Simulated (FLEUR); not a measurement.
# Magnetic state of free Ni(111) film, 3 layers from several starts, part 2 of 3

Wanted: the moments of free Ni(111) film, 3 layers and the energy of each order that was tried.

FLEUR MaX-R8.1; PBE; all-electron FLAPW film, Dirac cores, scalar-relativistic bands.

So far, largest spin moment in the muffin-tin sphere (μB): step 2 (order 1, typed as ferro +++) 0.793.

**3. Order 2, typed as ferri +-+**

An opposed order shows whether neighbours prefer unlike signs.

Contents of inp.xml:

```
<?xml version="1.0" encoding="UTF-8" standalone="no"?>
<fleurInput fleurInputVersion="0.39">
   <comment>
      Ni
   </comment>
   <calculationSetup>
      <cutoffs Kmax="3.66" Gmax="11.0" GmaxXC="11.0" numbands="0"/>
      <scfLoop itmax="120" minDistance="0.00002" maxIterBroyd="15" imix="Anderson" alpha="0.03" precondParam="0.0" spinf="2.0" sdNocoIR="T"/>
      <coreElectrons ctail="T" frcor="F" kcrel="1" coretail_lmax="0"/>
      <xcFunctional name="pbe" relativisticCorrections="F"/>
      <magnetism jspins="2"/>
      <soc l_soc="F" theta="0.0" phi="0.0" spav="F"/>
      <expertModes spex="0" secvar="F"/>
      <geometryOptimization l_f="F" forcealpha="1.0" forcemix="BFGS" epsdisp="0.00001" epsforce="0.00001"/>
      <ldaU l_linMix="F" mixParam="0.05" spinf="1.0"/>
   </calculationSetup>
   <cell>
      <bzIntegration valenceElectrons="54.0" mode="hist" fermiSmearingEnergy="0.00183747">
         <kPointListSelection listName="default-1"/>
         <xi:include xmlns:xi="http://www.w3.org/2001/XInclude" href="kpts.xml"> </xi:include>
      </bzIntegration>
      <xi:include xmlns:xi="http://www.w3.org/2001/XInclude" href="sym.xml"> </xi:include>
      <filmLattice scale="1.0" dVac="12.97" dTilda="15.47">
         <bravaisMatrixFilm>
            <row-1>    4.7086300406703598     0.0000001262337051</row-1>
            <row-2>   -2.3543151296652853     4.0777931691130949</row-2>
         </bravaisMatrixFilm>
         <vacuumEnergyParameters vacuum="1" spinUp="-.25" spinDown="-.25"/>
      </filmLattice>
   </cell>
   <atomSpecies>
      <species name="Nickel (Ni1.000" element="Ni" atomicNumber="28">
         <mtSphere radius="2.24" gridPoints="741" logIncrement="0.016"/>
         <atomicCutoffs lmax="8" lnonsphr="6"/>
         <electronConfig flipSpins="F">
            <coreConfig>(1s1/2) (2s1/2) (2p1/2) (2p3/2)</coreConfig>
            <valenceConfig>(3s1/2) (3p1/2) (3p3/2) (4s1/2) (3d3/2) (3d5/2)</valenceConfig>
            <stateOccupation state="(3d3/2)" spinUp="1.6" spinDown="1.6"/>
            <stateOccupation state="(3d5/2)" spinUp="2.9" spinDown="1.9"/>
         </electronConfig>
         <energyParameters s="4" p="4" d="3" f="4"/>
         <lo type="SCLO" l="0" n="3" eDeriv="0"/>
         <lo type="SCLO" l="1" n="3" eDeriv="0"/>
      </species>
      <species name="Nickel (Ni-1.000" element="Ni" atomicNumber="28">
         <mtSphere radius="2.24" gridPoints="741" logIncrement="0.016"/>
         <atomicCutoffs lmax="8" lnonsphr="6"/>
         <electronConfig flipSpins="F">
            <coreConfig>(1s1/2) (2s1/2) (2p1/2) (2p3/2)</coreConfig>
            <valenceConfig>(3s1/2) (3p1/2) (3p3/2) (4s1/2) (3d3/2) (3d5/2)</valenceConfig>
            <stateOccupation state="(3d3/2)" spinUp="1.6" spinDown="1.6"/>
            <stateOccupation state="(3d5/2)" spinUp="1.9" spinDown="2.9"/>
         </electronConfig>
         <energyParameters s="4" p="4" d="3" f="4"/>
         <lo type="SCLO" l="0" n="3" eDeriv="0"/>
         <lo type="SCLO" l="1" n="3" eDeriv="0"/>
      </species>
   </atomSpecies>
   <atomGroups>
      <atomGroup species="Nickel (Ni1.000">
         <filmPos label="                   1">-1.000/6.000 1.000/6.000 -3.8446423657</filmPos>
         <filmPos label="                   3">1.000/6.000 -1.000/6.000 3.8446423657</filmPos>
         <force calculate="T" relaxXYZ="TTT"/>
      </atomGroup>
      <atomGroup species="Nickel (Ni-1.000">
         <filmPos label="                   2">1.000/2.000 1.000/2.000 .0000000000</filmPos>
         <force calculate="T" relaxXYZ="TTT"/>
      </atomGroup>
   </atomGroups>
   <output dos="F" band="F" slice="F">
      <bandDOS minEnergy="-.5*Htr" maxEnergy="0.5*Htr" sigma="0.015" storeEVData="T"/>
      <plotting iplot="0" polar="F">
         <plot TwoD="T" vec1="  1.0  0.0  0.0" vec2="  0.0  1.0  0.0" vec3="  0.0  0.0  1.0" zero="  0.0  0.0 -0.5" file="plot"/>
      </plotting>
      <moessbauerParams electricFieldGradient="F" isomerShift="T" coreHyperfine="T" valenceHyperfine="T"/>
   </output>
</fleurInput>
```

Contents of crystal.txt:

```
Ni
&input film=T cartesian=F /
2.49169971213  0.00000006680  0.00000000000
-1.24584991392  2.15787521590  0.00000000000
0.00000000000  0.00000000000  1.00000000000
1.8897261246
1.0 1.0 1.0

3
28 0.00000000000  0.00000000000  -3.84464236570 : 1.000
28 0.66666666667  0.33333333333  0.00000000000 : -1.000
28 0.33333333333  0.66666666667  3.84464236570 : 1.000

&kpt div1=12 div2=12 div3=1 gamma=T /
```

On the command line:

```
$ OMP_NUM_THREADS=1 inpgen -f crystal.txt > inpgen.log  # inp.xml is then edited as shown
$ OMP_NUM_THREADS=1 mpirun -n 4 fleur_MPI > fleur.log
```

The log of the run:

```text
[banner, memory and clock lines left out]
Welcome to FLEUR        (www.flapw.de)
      MaX-Release 8.1          (www.max-centre.eu)

 ========== k-point set info ==========
 Selected k-point list: default-1
 k-point list type: mesh
 0 x 0 x 0
 Number of k points: 20

 ------------Calculation Setup---------------------------
 Number of PE/node        :            4
 Number of OMP-threads    :            1
 k-points in parallel     :            4
 pe's per k-point         :            1
 No of k-point loops      :            5
 Eigenvalue solver        :       lapack
 Number of basis functions:          273
 Approximate size of matrices (H+S) per k-point:         0.001 GB
 [... lines of the core solver left out ...]
 Iteration:     1   Distance:      25.13715320 me/bohr^3
 [... lines of the core solver left out ...]
 Iteration:     2   Distance:      16.84280203 me/bohr^3
 [... lines of the core solver left out ...]
 Iteration:     3   Distance:      19.21920979 me/bohr^3
 [... lines of the core solver left out ...]
 Iteration:     4   Distance:      24.28143397 me/bohr^3
 [... lines of the core solver left out ...]
 Iteration:     5   Distance:      19.03494079 me/bohr^3
 [... lines of the core solver left out ...]
 Iteration:     6   Distance:      18.64607230 me/bohr^3
 [... lines of the core solver left out ...]
 Iteration:     7   Distance:      13.12169153 me/bohr^3
 [... lines of the core solver left out ...]
[... rest left out ...]

--- out.xml (last complete iteration) ---
<iteration numberForCurrentRun="   50" overallNumber="   50">
         [... left out ...]
         <bandgap value="0.0000000000" units="eV"/>
         <sumValenceSingleParticleEnergies value="-76.9721318694" units="Htr"/>
         <FermiEnergy value="-0.1832472930" units="Htr"/>
         <valenceDensity>
            <mtCharges spin="1">
               <mtCharge atomType="1" total="8.8127950" s="1.2029114" p="3.1327544" d="4.4660436" f="0.0084045"/>
               <mtCharge atomType="2" total="8.8823331" s="1.2010551" p="3.1739887" d="4.4920481" f="0.0116678"/>
            </mtCharges>
            <mtCharges spin="2">
               <mtCharge atomType="1" total="8.0688238" s="1.2035602" p="3.1479155" d="3.7059488" f="0.0087665"/>
               <mtCharge atomType="2" total="8.0890892" s="1.2042457" p="3.1910584" d="3.6775484" f="0.0127044"/>
            </mtCharges>
            <spinDependentCharge spin="1" total="28.0918015" interstitial="1.4921324" mtSpheres="26.5079231" vacuum1="0.0458730"/>
            <spinDependentCharge spin="2" total="25.9081988" interstitial="1.5861889" mtSpheres="24.2267368" vacuum1="0.0476366"/>
            <totalCharge value="54.0000002425"/>
         </valenceDensity>
         [... left out ...]
         <magneticMomentsInMTSpheres units="muBohr">
            <globalMagMoment atomType="1" vec="0.00000   0.00000   0.74397"/>
            <localMagMoment atomType="1" vec="0.00000   0.00000   0.74397"/>
            <globalMagMoment atomType="2" vec="0.00000   0.00000   0.79325"/>
            <localMagMoment atomType="2" vec="0.00000   0.00000   0.79325"/>
         </magneticMomentsInMTSpheres>
         [... left out ...]
         <totalEnergy value="    -4562.4440351712" units="Htr">
            <sumOfEigenvalues value="    -2659.1743119802">
               <coreElectrons value="-2582.2021801109"/>
               <valenceElectrons value="-76.9721318694"/>
            </sumOfEigenvalues>
            <densityCoulombPotentialIntegral value="-7046.4959360196"/>
            <densityEffectivePotentialIntegral value="-7294.2454581294"/>
            <chargeDenXCDenIntegral value="-190.7182848789"/>
            <FockExchangeEnergyValence value="0.0000000000"/>
            <FockExchangeEnergyCore value="0.0000000000"/>
         [... left out ...]
            <tkbTimesEntropy value="0.0016565004"/>
            <freeEnergy value="-4562.4456916716"/>
            <extrapolationTo0K value="-4562.4448634214"/>
         </totalEnergy>
         <densityConvergence units="me/bohr^3">
            <chargeDensity spin="1" distance="0.0000026516"/>
            <chargeDensity spin="2" distance="0.0000073823"/>
            <overallChargeDensity distance="0.0000062837"/>
            <spinDensity distance="0.0000091419"/>
         </densityConvergence>
      </iteration>
```

It took 43 s on 4 MPI ranks of Arm Neoverse V1, shared host; peak memory 0.26 GiB.

Spin moment in the muffin-tin sphere by atom:

```tsv
atom	spin moment in the muffin-tin sphere (μB)
Ni1	0.744
Ni2	0.793
Ni3	0.744
```

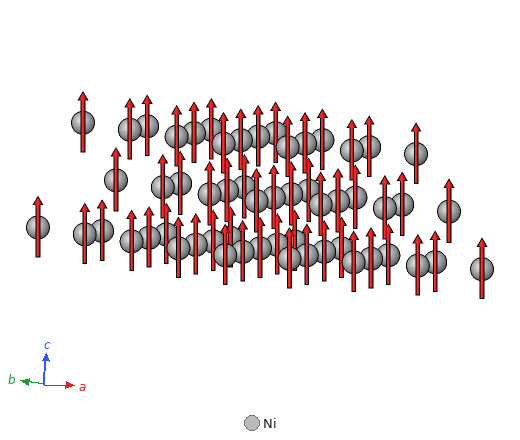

Spin moment in the muffin-tin sphere as arrows, the longest 0.793 μB. Up and down stand for the sign. Arrows give size and sign along the axis of quantisation, drawn up and down the page. 4×4×1 cells are drawn. Some periodic images of atoms are drawn too.

Read from the output:

| Property | Result |
| --- | --- |
| free energy | -124150.4719 eV |
| program's band gap on this mesh (in a metal only a level spacing) | 0 eV |
| magnetization | 2.184 μB |
| final state | ferromagnetic |

The typed pattern was not kept: a seeded moment turned or collapsed.

It lies level with the first start, and its largest moment is 0.793 μB against 0.793 μB.

**4. Start 3: no spin polarisation**

Without spin polarisation no moment can form, so the difference from the other runs is what forming moments gains.

inp.xml, as its differences from that of step 3:

```diff
@@ -10,3 +10,3 @@
       <xcFunctional name="pbe" relativisticCorrections="F"/>
-      <magnetism jspins="2"/>
+      <magnetism jspins="1"/>
       <soc l_soc="F" theta="0.0" phi="0.0" spav="F"/>
@@ -31,3 +31,3 @@
    <atomSpecies>
-      <species name="Nickel (Ni1.000" element="Ni" atomicNumber="28">
+      <species name="Nickel (Ni)" element="Ni" atomicNumber="28">
          <mtSphere radius="2.24" gridPoints="741" logIncrement="0.016"/>
@@ -37,17 +37,4 @@
             <valenceConfig>(3s1/2) (3p1/2) (3p3/2) (4s1/2) (3d3/2) (3d5/2)</valenceConfig>
-            <stateOccupation state="(3d3/2)" spinUp="1.6" spinDown="1.6"/>
-            <stateOccupation state="(3d5/2)" spinUp="2.9" spinDown="1.9"/>
-         </electronConfig>
-         <energyParameters s="4" p="4" d="3" f="4"/>
-         <lo type="SCLO" l="0" n="3" eDeriv="0"/>
-         <lo type="SCLO" l="1" n="3" eDeriv="0"/>
-      </species>
-      <species name="Nickel (Ni-1.000" element="Ni" atomicNumber="28">
-         <mtSphere radius="2.24" gridPoints="741" logIncrement="0.016"/>
-         <atomicCutoffs lmax="8" lnonsphr="6"/>
-         <electronConfig flipSpins="F">
-            <coreConfig>(1s1/2) (2s1/2) (2p1/2) (2p3/2)</coreConfig>
-            <valenceConfig>(3s1/2) (3p1/2) (3p3/2) (4s1/2) (3d3/2) (3d5/2)</valenceConfig>
-            <stateOccupation state="(3d3/2)" spinUp="1.6" spinDown="1.6"/>
-            <stateOccupation state="(3d5/2)" spinUp="1.9" spinDown="2.9"/>
+            <stateOccupation state="(3d3/2)" spinUp="1.600000" spinDown="1.600000"/>
+            <stateOccupation state="(3d5/2)" spinUp="2.400000" spinDown="2.400000"/>
          </electronConfig>
@@ -59,3 +46,3 @@
    <atomGroups>
-      <atomGroup species="Nickel (Ni1.000">
+      <atomGroup species="Nickel (Ni)">
          <filmPos label="                   1">-1.000/6.000 1.000/6.000 -3.8446423657</filmPos>
@@ -64,3 +51,3 @@
       </atomGroup>
-      <atomGroup species="Nickel (Ni-1.000">
+      <atomGroup species="Nickel (Ni)">
          <filmPos label="                   2">1.000/2.000 1.000/2.000 .0000000000</filmPos>
```

Contents of crystal.txt:

```
Ni
&input film=T cartesian=F /
2.49169971213  0.00000006680  0.00000000000
-1.24584991392  2.15787521590  0.00000000000
0.00000000000  0.00000000000  1.00000000000
1.8897261246
1.0 1.0 1.0

3
28 0.00000000000  0.00000000000  -3.84464236570
28 0.66666666667  0.33333333333  0.00000000000
28 0.33333333333  0.66666666667  3.84464236570

&kpt div1=12 div2=12 div3=1 gamma=T /
```

The log of the run:

```text
[banner, memory and clock lines left out]
Welcome to FLEUR        (www.flapw.de)
      MaX-Release 8.1          (www.max-centre.eu)

 ========== k-point set info ==========
 Selected k-point list: default-1
 k-point list type: mesh
 0 x 0 x 0
 Number of k points: 20

 [... set-up left out ...]
 Iteration:     1   Distance:      26.56129491 me/bohr^3
 [... lines of the core solver left out ...]
 Iteration:     2   Distance:      17.18145554 me/bohr^3
 [... lines of the core solver left out ...]
 Iteration:     3   Distance:      20.22893060 me/bohr^3
[...]
<FermiEnergy value="-0.1891435429" units="Htr"/>
         [... left out ...]
         <totalEnergy value="    -4562.4338298010" units="Htr">
            <sumOfEigenvalues value="    -2658.8186232585">
               <coreElectrons value="-2582.0767048769"/>
               <valenceElectrons value="-76.7419183816"/>
            </sumOfEigenvalues>
         [... left out ...]
            <freeEnergy value="-4562.4376719109"/>
            <extrapolationTo0K value="-4562.4357508559"/>
         </totalEnergy>
         <densityConvergence units="me/bohr^3">
            <chargeDensity spin="1" distance="0.0000115857"/>
         </densityConvergence>
      </iteration>
```

Run time: 18 s. Hardware: 4 MPI ranks; peak memory 0.21 GiB; 73 s of CPU time.

This step gave:

```
free energy                                                       : -124150.2537 eV
program's band gap on this mesh (in a metal only a level spacing) : 0.001536 eV
final state                                                       : non-magnetic (no spin polarisation)
```

It lies 72.7 meV a seeded atom over the first start.

**5. The states side by side**

Free energies are divided by the number of seeded atoms.

Orders:

```tsv
start	final state	typed order kept	energy over the lowest (meV a seeded atom)	largest sphere moment (μB)	net moment (μB a primitive cell)	mesh matched	CPU time (s)
ferro +++	ferromagnetic	yes	0	0.7933	2.184	yes	131.1
ferri +-+	ferromagnetic	no	0	0.7933	2.184	yes	170.2
no spin polarisation	non-magnetic	-	72.74	0	0	yes	73.39
```

[end of part 2 of 3]

[Logs and program files are shortened in this print: banners, set-up blocks, solver, clock and traceback lines can be left out without a mark of their own.]

[Logs are printed without paths, hosts, clocks, repeated set-up lines and the standing remarks that a program may print on its own settings, such as how far it seeks lower states.]

[Hosts, paths, dates, database ids (printed as entryN), source tags and the programs' standing remarks are cut or masked in the printed files.]

[Where a cell is said to come from a database of computed structures, the database is the Materials Project.]
